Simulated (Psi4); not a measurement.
Energy and gradient calculation, with input and output: HfN₄H₈ (part 2 of 2)

HfN₄H₈; CAM-B3LYP/def2-SVP, RKS, core potentials def2 (Psi4 1.11). The geometry comes from this level: PBE0-D4/def2-TZVP.

Geometry of the input (Å):
```
N  -1.8923  0.5399  -0.5673
Hf 0.0002  -0.0002  0.0002
N  -0.0928  -1.8279  0.9200
N  1.2182  -0.1050  -1.6431
N  0.7669  1.3941  1.2899
H  -2.3321  1.4396  -0.4392
H  -2.5718  -0.0963  -0.9615
H  -0.8190  -2.1037  1.5669
H  0.5123  -2.6203  0.7612
H  0.9333  -0.1157  -2.6116
H  2.2281  -0.0815  -1.6060
H  0.8829  1.3002  2.2884
H  1.1662  2.2770  1.0021
```

**Log, continued**
```
      25A      0.038768    26A      0.056654    27A      0.071074
      28A      0.071122    29A      0.083027    30A      0.087378
      31A      0.119119    32A      0.119163    33A      0.133046
      34A      0.179689    35A      0.183635    36A      0.183645
      37A      0.195619    38A      0.231623    39A      0.248691
      40A      0.248779    41A      0.252085    42A      0.284492
      43A      0.290323    44A      0.298966    45A      0.298997
      46A      0.313526    47A      0.321951    48A      0.610026
      49A      0.610054    50A      0.640190    51A      0.682768
      52A      0.716010    53A      0.723315    54A      0.723396
      55A      0.731763    56A      0.743876    57A      0.743995
      58A      0.807744    59A      0.893436    60A      0.904653
      61A      0.904734    62A      0.915070    63A      0.919112
      64A      0.919151    65A      0.922425    66A      0.970211
      67A      0.970310    68A      0.982025    69A      0.982281
      70A      1.047361    71A      1.058831    72A      1.059062
      73A      1.076433    74A      1.142498    75A      1.149719
      76A      1.149787    77A      1.153863    78A      1.236813
      79A      1.250379    80A      1.250452    81A      1.266622
      82A      1.395393    83A      1.395419    84A      1.421894
      85A      1.422004    86A      1.425043    87A      1.715466
      88A      1.734705    89A      1.751564    90A      1.751605
      91A      1.814409    92A      1.861162    93A      1.867016
      94A      1.867030    95A      2.038916    96A      2.042961
      97A      2.042983    98A      2.061657    99A      2.231148
     100A      2.247947   101A      2.248024   102A      2.248094
     103A      2.284375   104A      2.287307   105A      2.287471
     106A      2.359455   107A      2.598812   108A      2.632607
     109A      2.632837   110A      2.636067   111A      2.678643
     112A      2.688983   113A      2.689121   114A      2.705226
     115A      2.876247   116A      2.876353   117A      2.884445
     118A      2.974678   119A      3.191812   120A      3.204514
     121A      3.204604   122A      3.210271   123A      3.421722
     124A      3.429488   125A      3.447523   126A      3.447561
     127A     71.188316   128A    705.700878

    Final Occupation by Irrep:
              A
    DOCC [    24 ]
    NA   [    24 ]
    NB   [    24 ]

  @RKS Final Energy:  -271.67634682943270

   => Energetics <=

    Nuclear Repulsion Energy =            208.0647391359548521
    One-Electron Energy =                -797.0758046044513776
    Two-Electron Energy =                 343.5193905983164200
    DFT Exchange-Correlation Energy =     -26.1846719592525510
    Empirical Dispersion Energy =           0.0000000000000000
    VV10 Nonlocal Energy =                  0.0000000000000000
    Total Energy =                       -271.6763468294327026

Computation Completed

Properties will be evaluated at   0.000000,   0.000000,   0.000000 [a0]

Properties computed using the SCF density matrix

 Multipole Moments:

 ------------------------------------------------------------------------------------
     Multipole            Electronic (a.u.)      Nuclear  (a.u.)        Total (a.u.)
 ------------------------------------------------------------------------------------

 L = 1.  Multiply by 2.5417464519 to convert [e a0] to [Debye]
 Dipole X            :          0.0085358           -0.0079493            0.0005865
 Dipole Y            :         -0.0177374            0.0152611           -0.0024763
 Dipole Z            :          0.0129831           -0.0115348            0.0014483
 Magnitude           :                                                    0.0029281

 ------------------------------------------------------------------------------------

	total time  =         30 seconds =       0.50 minutes

         ------------------------------------------------------------
                                   SCF GRAD
         ------------------------------------------------------------

  ==> Geometry <==

    Molecular point group: c1
    Full point group: C1

    Geometry (in Angstrom), charge = 0, multiplicity = 1:

       Center              X                  Y                   Z               Mass
    ------------   -----------------  -----------------  -----------------  -----------------
         N           -1.892413470475     0.539945538207    -0.567404873865    14.003074004430
         HF           0.000046529525    -0.000104461793     0.000075126135   179.946557000000
         N           -0.092953470475    -1.827864461793     0.919925126135    14.003074004430
         N            1.218076529525    -0.104864461793    -1.643214873865    14.003074004430
         N            0.766776529525     1.394135538207     1.289765126135    14.003074004430
         H           -2.332203470475     1.439645538207    -0.439294873865     1.007825032230
         H           -2.571913470475    -0.096224461793    -0.961594873865     1.007825032230
         H           -0.819173470475    -2.103644461793     1.566785126135     1.007825032230
         H            0.512226529525    -2.620204461793     0.761075126135     1.007825032230
         H            0.933146529525    -0.115654461793    -2.611664873865     1.007825032230
         H            2.227966529525    -0.081414461793    -1.606064873865     1.007825032230
         H            0.882736529525     1.300285538207     2.288275126135     1.007825032230
         H            1.166046529525     2.277075538207     1.001985126135     1.007825032230

  Nuclear repulsion =  208.064739135954852

  ==> Basis Set <==

  Basis Set: DEF2-SVP
    Blend: DEF2-SVP
    Number of shells: 60
    Number of basis functions: 128
    Number of Cartesian functions: 137
    Spherical Harmonics?: true
    Max angular momentum: 3

  Core potential: DEF2-SVP
    Number of shells: 4
    Number of ECP primitives: 10
    Number of ECP core electrons: 60
    Max angular momentum: 3

  ==> DirectJKGrad: Integral-Direct SCF Gradients <==

    Gradient:                    1
    J tasked:                  Yes
    K tasked:                  Yes
    wK tasked:                 Yes
    Omega:               3.300E-01
    Integrals threads:           1
    Schwarz Cutoff:          1E-12

  ==> DFT Potential <==

   => LibXC <=

    Version 7.1.2

   => Composite Functional: CAM-B3LYP <=

    CAM-B3LYP Hyb-GGA Exchange-Correlation Functional

    Deriv               =              1
    GGA                 =           TRUE
    Meta                =          FALSE

    Exchange Hybrid     =           TRUE
    MP2 Hybrid          =          FALSE

   => Exchange Functionals <=

    0.3500         Becke 88 [omega = 0.3300]
    0.4600   Short-range recipe for B88 functional - erf [omega = 0.3300]

   => Exact (HF) Exchange <=

    0.4600            HF,LR [omega = 0.3300]
    0.1900               HF

   => Correlation Functionals <=

    0.1900   Vosko, Wilk & Nusair (VWN5)
    0.8100   Lee, Yang & Parr

   => LibXC Density Thresholds  <==

    XC_HYB_GGA_XC_CAM_B3LYP:  1.00E-14

   => Molecular Quadrature <=

    Radial Scheme          =       TREUTLER
    Pruning Scheme         =           NONE
    Nuclear Scheme         =       TREUTLER

    Blocking Scheme        =         OCTREE
    BS radius alpha        =              1
    Pruning alpha          =              1
    Radial Points          =             99
    Spherical Points       =            590
    Total Points           =         720943
    Total Blocks           =           5035
    Max Points             =            256
    Max Functions          =            125
    Weights Tolerance      =       1.00E-15

  -Total Gradient:
     Atom            X                  Y                   Z
    ------   -----------------  -----------------  -----------------
       1       -0.006368971084     0.001459352328    -0.002004970131
       2        0.000000308751    -0.000020779428     0.000028523418
       3       -0.000596715877    -0.005974246307     0.003217436238
       4        0.004351730247    -0.000281657752    -0.005291596440
       5        0.002637933365     0.004844553365     0.003995011576
       6        0.003966703266    -0.006078962535    -0.000378025152
       7        0.005138955753     0.003937469102     0.002953759708
       8        0.004716611487     0.002442624987    -0.004702333793
       9       -0.003845940223     0.006171730222     0.000369993169
      10        0.001051889382     0.000194358885     0.007228969961
      11       -0.007114720201     0.000018022193     0.000367569306
      12       -0.001163230496    -0.000316185135    -0.007181261369
      13       -0.002773380377    -0.006400911305     0.001386553407

	total time  =         17 seconds =       0.28 minutes

Properties will be evaluated at   0.000000,   0.000000,   0.000000 [a0]

Properties computed using the CAM-B3LYP density matrix

 Multipole Moments:

 ------------------------------------------------------------------------------------
     Multipole            Electronic (a.u.)      Nuclear  (a.u.)        Total (a.u.)
 ------------------------------------------------------------------------------------

 L = 1.  Multiply by 2.5417464519 to convert [e a0] to [Debye]
 Dipole X            :          0.0085358           -0.0079493            0.0005865
 Dipole Y            :         -0.0177374            0.0152611           -0.0024763
 Dipole Z            :          0.0129831           -0.0115348            0.0014483
 Magnitude           :                                                    0.0029281

 L = 2.  Multiply by 1.3450342976 to convert [e a0^2] to [Debye ang]
 Quadrupole XX       :       -249.8636103          216.3761715          -33.4874388
 Quadrupole XY       :         -4.3938248            5.0361501            0.6423253
 Quadrupole XZ       :          1.2142593           -1.4048558           -0.1905964
 Quadrupole YY       :       -246.1246066          212.0467251          -34.0778815
 Quadrupole YZ       :          0.8259789           -0.9367775           -0.1107985
 Quadrupole ZZ       :       -243.4193797          208.9613188          -34.4580610
 Traceless XX        :         -3.3944114            3.9147664            0.5203550
 Traceless YY        :          0.3445923           -0.4146800           -0.0700878
 Traceless ZZ        :          3.0498191           -3.5000863           -0.4502672

 ------------------------------------------------------------------------------------
  Lowdin Charges: (a.u.)
   Center  Symbol    Alpha    Beta     Spin     Total
       1     N     3.60458  3.60458  0.00000 -0.20916
       2    HF     5.88749  5.88749  0.00000  0.22502
       3     N     3.60467  3.60467  0.00000 -0.20934
       4     N     3.60456  3.60456  0.00000 -0.20913
       5     N     3.60461  3.60461  0.00000 -0.20923
       6     H     0.46165  0.46165  0.00000  0.07669
       7     H     0.46187  0.46187  0.00000  0.07627
       8     H     0.46186  0.46186  0.00000  0.07628
       9     H     0.46166  0.46166  0.00000  0.07668
      10     H     0.46165  0.46165  0.00000  0.07670
      11     H     0.46187  0.46187  0.00000  0.07626
      12     H     0.46167  0.46167  0.00000  0.07665
      13     H     0.46185  0.46185  0.00000  0.07630

  Total alpha = 24.00000, Total beta = 24.00000, Total charge =  0.00000
```

**Standard output**
```
gradient / Eh bohr^-1
[[-6.369e-03  1.459e-03 -2.005e-03]
 [ 0.000e+00 -2.100e-05  2.900e-05]
 [-5.970e-04 -5.974e-03  3.217e-03]
 [ 4.352e-03 -2.820e-04 -5.292e-03]
 [ 2.638e-03  4.845e-03  3.995e-03]
 [ 3.967e-03 -6.079e-03 -3.780e-04]
 [ 5.139e-03  3.937e-03  2.954e-03]
 [ 4.717e-03  2.443e-03 -4.702e-03]
 [-3.846e-03  6.172e-03  3.700e-04]
 [ 1.052e-03  1.940e-04  7.229e-03]
 [-7.115e-03  1.800e-05  3.680e-04]
 [-1.163e-03 -3.160e-04 -7.181e-03]
 [-2.773e-03 -6.401e-03  1.387e-03]]
energy = -271.6763468294 Eh
```

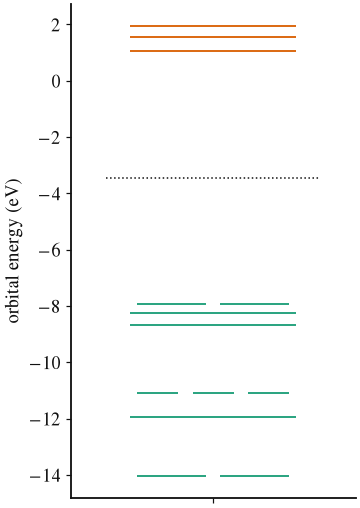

Orbital energies near the frontier; the dotted line parts filled from empty levels, and levels within 0.02 eV of each other stand side by side. Highest filled −7.94 eV, lowest empty 1.05 eV, 8.99 eV apart.

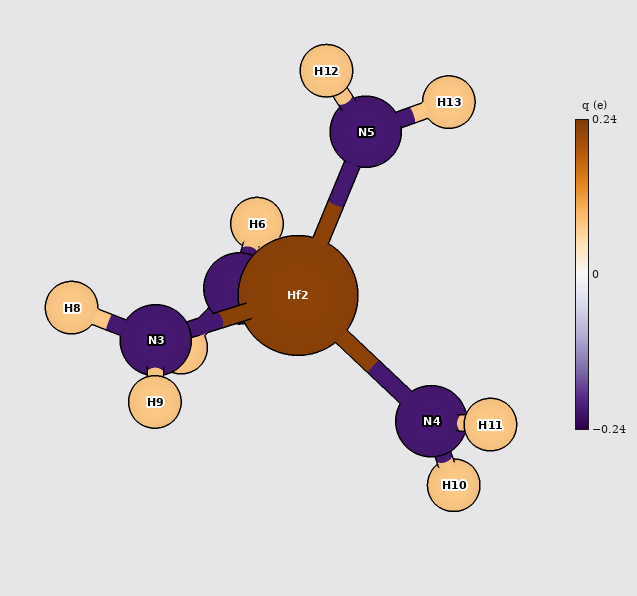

Löwdin charges, as the colour of each atom (ball-and-stick view, seen at a tilt; atoms are numbered from 1 in the order of the input). By element: N −0.21, Hf +0.23 and H +0.08 e.
